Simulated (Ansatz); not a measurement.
**FH₃HfO₂Se: how energies converge with the basis set**

How large a basis does FH₃HfO₂Se need? Two functionals are run in growing sets.

Method: one geometry, several basis sets; program: Ansatz 0.2.0, Gaussian basis.

Plan: PBE0-D4/def2-SVP; ωB97M-V/def2-SVP; PBE0-D4/def2-QZVPP; ωB97M-V/def2-QZVPP; the functionals' def2-TZVPP values are taken from earlier runs.

**1. The geometry**

All runs share one geometry, relaxed beforehand with PBE0-D4 in a triple-zeta def2 set. Hf takes the def2 core potential; no spin-orbit term is included.

SMILES `[OH][Hf]([OH])([F])[SeH]`, 8 atoms, charge 0, spin multiplicity 1.

Atoms are counted from 1 here; the program's logs count them from 0.

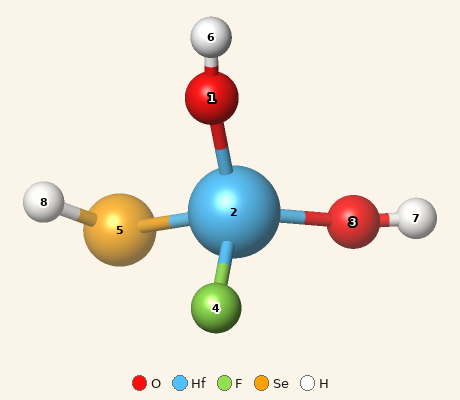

The structure; oxygen red, hafnium blue, fluorine green, selenium orange, hydrogen white; atoms are numbered from 1 in the order of the file.

**2. PBE0-D4 in def2-SVP**

Input file in.yaml:

```yaml
crystal:
  periodic: [false, false, false]
  atoms:
    - {symbol: O, position_ang: [-0.775261, 1.354384, 0.763006]}
    - {symbol: Hf, position_ang: [-0.049523, -0.316008, 0.199742]}
    - {symbol: O, position_ang: [1.752453, -0.608635, 0.738300]}
    - {symbol: F, position_ang: [-1.172139, -1.696583, 0.897620]}
    - {symbol: Se, position_ang: [-0.006757, -0.409842, -2.401262]}
    - {symbol: H, position_ang: [-0.965603, 2.228618, 1.086328]}
    - {symbol: H, position_ang: [2.609544, -0.637209, 1.151043]}
    - {symbol: H, position_ang: [-1.392714, 0.085266, -2.434767]}
basis:
  gaussian: {orbitals: def2-SVP}
hamiltonian: {xc: pbe0, dispersion: d4}
output: {orbitals: {seedname: orbitals}}
```

Started as:

```
$ ansatz run in.yaml --threads 4 --pin off --events-out ev --progress --plain --max-ram 10444MiB
```

After this run come: ωB97M-V in def2-SVP; PBE0-D4 in def2-QZVPP; ωB97M-V in def2-QZVPP.

**Question.** What will the summary of the whole plan be? Wanted: PBE0-D4: double and triple zeta above quadruple; ωB97M-V: double and triple zeta above quadruple.

The runs gave:

```
                                       quantity           value
PBE0-D4: double and triple zeta above quadruple  18.68, 1.77 eV
ωB97M-V: double and triple zeta above quadruple  18.79, 1.70 eV
```

What this shows: For PBE0-D4 the step from double to triple zeta gains 16.91 eV and the next only 1.77 eV. Total energies overstate the basis error of differences, where much of it tends to cancel. The LUMO of ωB97M-V is positive and keeps falling with the basis (1.00 to 0.34 eV): an unbound level that the basis holds in place.
